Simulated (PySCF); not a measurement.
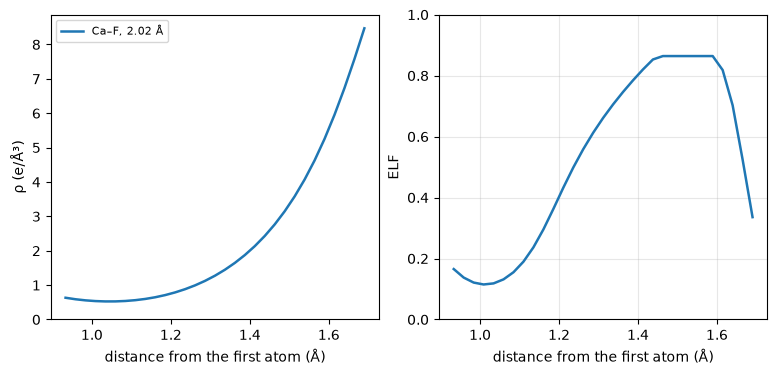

CaF (charge −1). Electron density and electron localisation function along straight lines between neighbouring atoms. The curves leave out the atomic cores.

These are results of PySCF 2.14.0, PBE0/aug-cc-pVDZ-DK/X2C, spin-free X2C-1e, Gaussian nucleus, at a bond length of 2.018 Å, not measurements.

### What kind of bonding do the profiles show?

Ca–F (2.02 Å): ρ at the midpoint is about 0.54 e/Å³; the ELF peaks at about 0.85 in the valence shell of F, 0.6 Å from its nucleus, and drops to about 0.10 between the two atoms; an ionic contact with no shared pair.
